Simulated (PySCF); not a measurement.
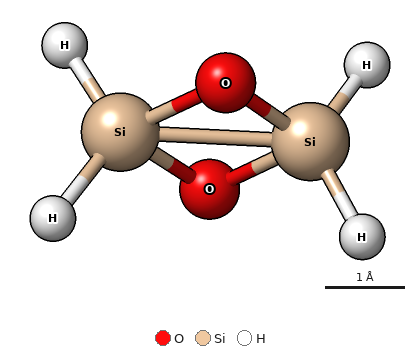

*The input geometry (ball-and-stick view, seen at a tilt).*

Bond lengths as drawn: H–Si 1.47 to 1.62 Å, O–Si 1.66 to 1.76 Å and Si–Si 2.43 Å.

**Geometry relaxation of Si2H4O2 (part 1 of 3)**

System: Si2H4O2.
Method: CAM-B3LYP/ma-def2-SVP, RKS, dispersion D3(BJ) (PySCF 2.14.0).

The atoms were displaced at random from an optimised geometry.

Input (input.py):
```python
from pyscf import gto, dft
from pyscf import df
from pyscf.geomopt.geometric_solver import kernel as optimise

mol = gto.Mole()
mol.atom = '''
O   -0.809235   0.016363   0.966508
Si   0.008310   1.232527   0.002890
O    0.811841  -0.046895  -0.893757
Si  -0.111434  -1.197665   0.072388
H   -1.015352   2.092854  -0.920096
H    0.996593   1.953612   0.835099
H    0.887825  -1.928687   0.862692
H   -1.039165  -1.885194  -0.891929
'''
mol.verbose = 3
mol.spin = 0
mol.max_memory = 1860
mol.basis = 'ma-def2-svp'
mol.build()

mf = dft.RKS(mol)
mf.xc = 'cam-b3lyp'
mf = mf.density_fit(auxbasis=df.aug_etb(mol, beta=2.0))
mf.disp = 'd3bj'
converged, mol_eq = optimise(mf, maxsteps=100, convergence_set='GAU_TIGHT')
print('converged:', converged)
print(mol_eq.tostring())

mf.reset(mol_eq)
mol = mol_eq
mf.kernel()
e_final = mf.e_tot
print('Final energy', e_final)
```

Launched with:
```bash
OMP_NUM_THREADS=1 python input.py
```

Output:
```
#|     Arguments passed to driver run_optimizer():      |#
convergence_set           GAU_TIGHT
customengine              <pyscf.geomopt.geometric_solver.PySCFEngine object>
maxiter                   100
----------------------------------------------------------
Custom engine selected.
Bonds will be generated from interatomic distances less than 1.20 times sum of covalent radii
24 internal coordinates being used (instead of 24 Cartesians)
Internal coordinate system (atoms numbered from 1):
Distance 1-2
Distance 1-4
Distance 2-3
Distance 2-4
Distance 2-5
Distance 2-6
Distance 3-4
Distance 4-7
Distance 4-8
Angle 2-1-4
Angle 1-2-4
Angle 1-2-5
Angle 1-2-6
Angle 3-2-4
Angle 3-2-5
Angle 3-2-6
Angle 4-2-6
Angle 5-2-6
Angle 2-3-4
Angle 1-4-3
Angle 1-4-7
Angle 1-4-8
Angle 2-4-3
Angle 2-4-8
Angle 3-4-7
Angle 3-4-8
Angle 7-4-8
Out-of-Plane 2-1-3-4
Out-of-Plane 2-4-5-6
Out-of-Plane 4-1-2-3
Out-of-Plane 4-2-7-8
Dihedral 4-1-2-3
Dihedral 4-1-2-5
Dihedral 4-1-2-6
Dihedral 2-1-4-3
Dihedral 2-1-4-7
Dihedral 2-1-4-8
Dihedral 1-2-3-4
Dihedral 5-2-3-4
Dihedral 6-2-3-4
Dihedral 1-2-4-3
Dihedral 1-2-4-7
Dihedral 1-2-4-8
Dihedral 3-2-4-1
Dihedral 3-2-4-7
Dihedral 3-2-4-8
Dihedral 5-2-4-1
Dihedral 5-2-4-3
Dihedral 5-2-4-7
Dihedral 5-2-4-8
Dihedral 6-2-4-1
Dihedral 6-2-4-3
Dihedral 6-2-4-7
Dihedral 6-2-4-8
Dihedral 2-3-4-1
Dihedral 2-3-4-7
Dihedral 2-3-4-8
Translation-X 1-8
Translation-Y 1-8
Translation-Z 1-8
Rotation-A 1-8
Rotation-B 1-8
Rotation-C 1-8
<class 'geometric.internal.Distance'> : 9
<class 'geometric.internal.Angle'> : 18
<class 'geometric.internal.OutOfPlane'> : 4
<class 'geometric.internal.Dihedral'> : 26
<class 'geometric.internal.TranslationX'> : 1
<class 'geometric.internal.TranslationY'> : 1
<class 'geometric.internal.TranslationZ'> : 1
<class 'geometric.internal.RotationA'> : 1
<class 'geometric.internal.RotationB'> : 1
<class 'geometric.internal.RotationC'> : 1
> ===== Optimization Info: ====
> Job type: Energy minimization
> Maximum number of optimization cycles: 100
> Initial / maximum trust radius (Angstrom): 0.100 / 0.300
> Convergence Criteria:
> Will converge when all 5 criteria are reached:
>  |Delta-E| < 1.00e-06
>  RMS-Grad  < 1.00e-05
>  Max-Grad  < 1.50e-05
>  RMS-Disp  < 4.00e-05
>  Max-Disp  < 6.00e-05
> === End Optimization Info ===

Geometry optimization cycle 1
Cartesian coordinates (Angstrom)
 Atom        New coordinates             dX        dY        dZ
   O  -0.809235   0.016363   0.966508    0.000000  0.000000 -0.000000
  Si   0.008310   1.232527   0.002890    0.000000  0.000000  0.000000
   O   0.811841  -0.046895  -0.893757    0.000000  0.000000  0.000000
  Si  -0.111434  -1.197665   0.072388    0.000000  0.000000  0.000000
   H  -1.015352   2.092854  -0.920096    0.000000  0.000000  0.000000
   H   0.996593   1.953612   0.835099    0.000000  0.000000  0.000000
   H   0.887825  -1.928687   0.862692    0.000000  0.000000  0.000000
   H  -1.039165  -1.885194  -0.891929    0.000000  0.000000  0.000000

WARN: Mole.unit (angstrom) is changed to Bohr

converged SCF energy = -731.615278971124
--------------- DFRKS_Scanner gradients ---------------
         x                y                z
0 O    -0.0019217514    -0.0248328345     0.0108862787
1 Si     0.0122977096     0.0164856883     0.0260265549
2 O     0.0343472907    -0.0125642862    -0.0312982629
3 Si    -0.0219966773    -0.0065125128     0.0329070202
4 H    -0.0256908083     0.0179346138    -0.0247971467
5 H     0.0031421661    -0.0069421231     0.0007991416
6 H     0.0029687080     0.0123679360    -0.0031284700
7 H    -0.0031498541     0.0040375354    -0.0114253047
----------------------------------------------
cycle 1: E = -731.615278971  dE = -731.615  norm(grad) = 0.0880294
Step    0 : Gradient = 3.112e-02/4.814e-02 (rms/max) Energy = -731.6152789711
Hessian Eigenvalues: 2.98668e-02 3.87211e-02 4.37386e-02 ... 2.82829e-01 2.87870e-01 3.77787e-01

Geometry optimization cycle 2
Cartesian coordinates (Angstrom)
 Atom        New coordinates             dX        dY        dZ
   O  -0.805605   0.050173   0.917441    0.003630  0.033810 -0.049067
  Si  -0.003407   1.248037  -0.022176   -0.011717  0.015510 -0.025066
   O   0.772307  -0.007151  -0.883335   -0.039534  0.039744  0.010422
  Si  -0.085947  -1.186977   0.043962    0.025487  0.010688 -0.028426
   H  -0.924315   2.031348  -0.831424    0.091037 -0.061506  0.088672
   H   0.947708   2.025381   0.807081   -0.048885  0.071769 -0.028018
   H   0.851687  -2.010303   0.850154   -0.036138 -0.081616 -0.012538
   H  -1.022773  -1.911393  -0.845353    0.016392 -0.026199  0.046576
converged SCF energy = -731.629880553897
--------------- DFRKS_Scanner gradients ---------------
         x                y                z
0 O     0.0021958228    -0.0100054920     0.0010398957
1 Si    -0.0103125725     0.0211889126    -0.0087211625
2 O     0.0104317920    -0.0004392339    -0.0094119710
3 Si    -0.0139139622    -0.0069060126     0.0126623652
4 H     0.0061671886    -0.0083341315     0.0056798532
5 H     0.0010916967    -0.0039448879     0.0011113616
6 H     0.0034389870     0.0032361296     0.0005801855
7 H     0.0009275980     0.0051655827    -0.0029718375
----------------------------------------------
cycle 2: E = -731.629880554  dE = -0.0146016  norm(grad) = 0.0394128
Step    1 : Displace = 7.818e-02/1.411e-01 (rms/max) Trust = 1.000e-01 (=) Grad = 1.393e-02/2.513e-02 (rms/max) E (change) = -731.6298805539 (-1.460e-02) Quality = 1.120
Hessian Eigenvalues: 2.97792e-02 3.86789e-02 4.26434e-02 ... 2.81657e-01 2.87978e-01 3.75458e-01

Geometry optimization cycle 3
Cartesian coordinates (Angstrom)
 Atom        New coordinates             dX        dY        dZ
   O  -0.802217   0.058142   0.905955    0.003388  0.007969 -0.011487
  Si   0.002659   1.245816  -0.017690    0.006065 -0.002221  0.004486
   O   0.764576   0.002087  -0.871971   -0.007731  0.009238  0.011364
  Si  -0.067531  -1.185667   0.032662    0.018415  0.001309 -0.011300
   H  -0.926374   2.067429  -0.833865   -0.002058  0.036081 -0.002441
   H   0.938357   2.052077   0.806126   -0.009351  0.026696 -0.000956
   H   0.831231  -2.052114   0.837953   -0.020457 -0.041811 -0.012201
   H  -1.013336  -1.944953  -0.819758    0.009437 -0.033560  0.025596
converged SCF energy = -731.631837202954
--------------- DFRKS_Scanner gradients ---------------
         x                y                z
0 O     0.0023830388    -0.0029555015    -0.0015905821
1 Si     0.0009793042     0.0023207702    -0.0050852778
2 O    -0.0003989238     0.0030430918     0.0008109416
3 Si    -0.0038271631    -0.0026798167     0.0054009398
4 H    -0.0010205316    -0.0008199691     0.0001172238
5 H     0.0004285995    -0.0017553365     0.0012809989
6 H     0.0010486506     0.0002707639     0.0001893035
7 H     0.0004316260     0.0025580952    -0.0011495846
----------------------------------------------
cycle 3: E = -731.631837203  dE = -0.00195665  norm(grad) = 0.0112303
Step    2 : Displace = 3.021e-02/4.864e-02 (rms/max) Trust = 1.414e-01 (+) Grad = 3.970e-03/7.141e-03 (rms/max) E (change) = -731.6318372030 (-1.957e-03) Quality = 1.193
Hessian Eigenvalues: 2.90504e-02 3.71217e-02 3.91954e-02 ... 2.83859e-01 2.94041e-01 3.69435e-01

Geometry optimization cycle 4
Cartesian coordinates (Angstrom)
 Atom        New coordinates             dX        dY        dZ
   O  -0.809334   0.059731   0.902724   -0.007117  0.001589 -0.003230
  Si   0.001964   1.244636  -0.010866   -0.000695 -0.001180  0.006824
   O   0.763164   0.004370  -0.873094   -0.001412  0.002282 -0.001123
  Si  -0.062873  -1.183277   0.023314    0.004659  0.002390 -0.009348
   H  -0.913216   2.081498  -0.825986    0.013157  0.014069  0.007879
   H   0.931953   2.067546   0.803490   -0.006403  0.015469 -0.002635
   H   0.822783  -2.058489   0.830598   -0.008448 -0.006375 -0.007356
   H  -1.009987  -1.970730  -0.807527    0.003349 -0.025776  0.012231
converged SCF energy = -731.632150451351
--------------- DFRKS_Scanner gradients ---------------
         x                y                z
0 O     0.0003494389    -0.0003220540    -0.0000836188
1 Si     0.0013096801    -0.0014233289    -0.0039235869
2 O    -0.0013586570     0.0020612209     0.0014636338
3 Si     0.0006328757     0.0001153682     0.0023047523
4 H    -0.0002757461    -0.0001817385     0.0006460587
5 H    -0.0001571285    -0.0003413534     0.0006196971
6 H    -0.0003027293    -0.0003549645    -0.0004023316
7 H    -0.0001787318     0.0004388382    -0.0006424988
----------------------------------------------
cycle 4: E = -731.632150451  dE = -0.000313248  norm(grad) = 0.00594975
Step    3 : Displace = 1.557e-02/2.921e-02 (rms/max) Trust = 2.000e-01 (+) Grad = 2.104e-03/4.374e-03 (rms/max) E (change) = -731.6321504514 (-3.132e-04) Quality = 1.221
Hessian Eigenvalues: 2.51532e-02 3.37140e-02 3.89693e-02 ... 2.78547e-01 2.86763e-01 3.67008e-01

Geometry optimization cycle 5
Cartesian coordinates (Angstrom)
 Atom        New coordinates             dX        dY        dZ
   O  -0.815063   0.057814   0.900228   -0.005729 -0.001917 -0.002496
  Si   0.000356   1.244965  -0.004046   -0.001608  0.000330  0.006820
   O   0.761850   0.003868  -0.874867   -0.001315 -0.000502 -0.001773
  Si  -0.064528  -1.183714   0.017174   -0.001655 -0.000437 -0.006139
   H  -0.906774   2.088994  -0.824373    0.006443  0.007496  0.001612
   H   0.932167   2.071092   0.804831    0.000213  0.003546  0.001340
   H   0.823123  -2.052765   0.829820    0.000340  0.005723 -0.000778
   H  -1.009268  -1.983596  -0.803560    0.000719 -0.012867  0.003967
converged SCF energy = -731.632223008161
--------------- DFRKS_Scanner gradients ---------------
         x                y                z
0 O    -0.0001783973    -0.0000659224     0.0004241999
1 Si     0.0009417485    -0.0010616381    -0.0012949662
2 O    -0.0003426469     0.0004123932     0.0004452118
3 Si     0.0004462126     0.0004688446     0.0006080322
4 H    -0.0003970773     0.0004021559     0.0000987329
5 H    -0.0002074819     0.0001838320     0.0001439680
6 H    -0.0002419432    -0.0003488548    -0.0002689392
7 H    -0.0000059055     0.0000032349    -0.0001677537
----------------------------------------------
cycle 5: E = -731.632223008  dE = -7.25568e-05  norm(grad) = 0.00242669
Step    4 : Displace = 7.586e-03/1.385e-02 (rms/max) Trust = 2.828e-01 (+) Grad = 8.580e-04/1.921e-03 (rms/max) E (change) = -731.6322230082 (-7.256e-05) Quality = 1.272
Hessian Eigenvalues: 1.94156e-02 3.35428e-02 3.89697e-02 ... 2.67565e-01 2.86158e-01 3.69247e-01

Geometry optimization cycle 6
Cartesian coordinates (Angstrom)
 Atom        New coordinates             dX        dY        dZ
   O  -0.819082   0.056525   0.897480   -0.004019 -0.001289 -0.002748
  Si  -0.001329   1.245480  -0.000107   -0.001685  0.000515  0.003939
   O   0.759955   0.004458  -0.875848   -0.001894  0.000590 -0.000981
  Si  -0.066381  -1.184088   0.013768   -0.001853 -0.000374 -0.003406
   H  -0.902635   2.090728  -0.823760    0.004138  0.001734  0.000613
   H   0.933454   2.069340   0.807316    0.001287 -0.001752  0.002485
   H   0.825091  -2.045136   0.831239    0.001968  0.007630  0.001419
   H  -1.009451  -1.989604  -0.802988   -0.000182 -0.006007  0.000572
converged SCF energy = -731.632239605508
--------------- DFRKS_Scanner gradients ---------------
         x                y                z
0 O     0.0000332453    -0.0000399180     0.0001885619
1 Si     0.0001711030    -0.0001963547    -0.0001014828
2 O     0.0000831306    -0.0001270911     0.0000676893
3 Si    -0.0000600079     0.0002086290    -0.0000117832
4 H    -0.0000381704     0.0001002151     0.0000848315
5 H    -0.0001243599     0.0002403852    -0.0001036764
6 H    -0.0000508179    -0.0001154513    -0.0000932903
7 H    -0.0000032756    -0.0000752195    -0.0000383602
----------------------------------------------
cycle 6: E = -731.632239606  dE = -1.65973e-05  norm(grad) = 0.000570741
Step    5 : Displace = 4.854e-03/8.004e-03 (rms/max) Trust = 3.000e-01 (+) Grad = 2.018e-04/2.898e-04 (rms/max) E (change) = -731.6322396055 (-1.660e-05) Quality = 1.174
Hessian Eigenvalues: 1.58264e-02 3.48839e-02 3.91004e-02 ... 2.75153e-01 2.85637e-01 3.69185e-01

Geometry optimization cycle 7
Cartesian coordinates (Angstrom)
 Atom        New coordinates             dX        dY        dZ
   O  -0.821492   0.056093   0.895731   -0.002410 -0.000432 -0.001749
  Si  -0.002333   1.245606   0.000817   -0.001004  0.000126  0.000924
   O   0.758940   0.005135  -0.876420   -0.001015  0.000677 -0.000572
  Si  -0.066914  -1.184065   0.012874   -0.000533  0.000023 -0.000894
   H  -0.901475   2.091692  -0.824116    0.001160  0.000964 -0.000355
   H   0.934068   2.066215   0.809622    0.000614 -0.003125  0.002307
   H   0.826248  -2.041148   0.832791    0.001157  0.003988  0.001552
   H  -1.008903  -1.991162  -0.803118    0.000548 -0.001558 -0.000130
converged SCF energy = -731.632242558651
--------------- DFRKS_Scanner gradients ---------------
         x                y                z
0 O     0.0001130957    -0.0000424179     0.0000737604
1 Si    -0.0000194733    -0.0000124097     0.0001895547
2 O     0.0001683801    -0.0000992022    -0.0000331625
3 Si    -0.0002399112    -0.0000035477    -0.0001121844
4 H    -0.0000025676    -0.0000014609     0.0000068499
5 H    -0.0000398520     0.0001544196    -0.0001236384
6 H     0.0000260604    -0.0000027583    -0.0000151068
7 H     0.0000026397     0.0000035688     0.0000085069
----------------------------------------------
cycle 7: E = -731.632242559  dE = -2.95314e-06  norm(grad) = 0.000455769
Step    6 : Displace = 2.467e-03/4.385e-03 (rms/max) Trust = 3.000e-01 (=) Grad = 1.611e-04/2.649e-04 (rms/max) E (change) = -731.6322425587 (-2.953e-06) Quality = 1.285
Hessian Eigenvalues: 1.05031e-02 3.27973e-02 3.87423e-02 ... 2.75960e-01 2.85607e-01 3.70620e-01

Geometry optimization cycle 8
Cartesian coordinates (Angstrom)
 Atom        New coordinates             dX        dY        dZ
   O  -0.824572   0.055912   0.893321   -0.003080 -0.000181 -0.002411
  Si  -0.003521   1.245786   0.001059   -0.001188  0.000180  0.000242
   O   0.757851   0.005959  -0.876955   -0.001090  0.000824 -0.000535
  Si  -0.067000  -1.183871   0.012331   -0.000086  0.000194 -0.000543
   H  -0.900225   2.093685  -0.824421    0.001251  0.001993 -0.000305
   H   0.933988   2.062282   0.812747   -0.000080 -0.003933  0.003124
   H   0.827116  -2.037563   0.834770    0.000868  0.003585  0.001979
   H  -1.007425  -1.992956  -0.803344    0.001478 -0.001795 -0.000226
converged SCF energy = -731.632244310335
--------------- DFRKS_Scanner gradients ---------------
         x                y                z
0 O     0.0001273678     0.0000057784    -0.0000118450
1 Si    -0.0001197046     0.0000456197     0.0002311651
2 O     0.0001039110    -0.0000198042    -0.0000248478
3 Si    -0.0001763834    -0.0001181586    -0.0001347340
4 H     0.0000174041    -0.0000720960    -0.0000237222
5 H     0.0000272790     0.0000455999    -0.0000929412
6 H     0.0000509847     0.0000562207     0.0000276465
7 H    -0.0000260257     0.0000547293     0.0000263752
----------------------------------------------
cycle 8: E = -731.63224431  dE = -1.75168e-06  norm(grad) = 0.00043554
Step    7 : Displace = 2.730e-03/4.574e-03 (rms/max) Trust = 3.000e-01 (=) Grad = 1.540e-04/2.643e-04 (rms/max) E (change) = -731.6322443103 (-1.752e-06) Quality = 1.132
Hessian Eigenvalues: 7.11437e-03 2.88600e-02 3.85319e-02 ... 2.72224e-01 2.89405e-01 3.70170e-01

Geometry optimization cycle 9
Cartesian coordinates (Angstrom)
 Atom        New coordinates             dX        dY        dZ
   O  -0.827628   0.055852   0.890883   -0.003055 -0.000060 -0.002438
  Si  -0.004541   1.245985   0.000863   -0.001020  0.000198 -0.000196
   O   0.757223   0.006611  -0.877221   -0.000628  0.000651 -0.000266
  Si  -0.066825  -1.183643   0.012091    0.000175  0.000228 -0.000239
   H  -0.898986   2.096264  -0.824618    0.001239  0.002579 -0.000197
   H   0.933089   2.059048   0.815908   -0.000900 -0.003234  0.003161
   H   0.827357  -2.035261   0.836583    0.000241  0.002302  0.001813
   H  -1.005258  -1.994834  -0.803798    0.002167 -0.001878 -0.000455
converged SCF energy = -731.632245120567
```
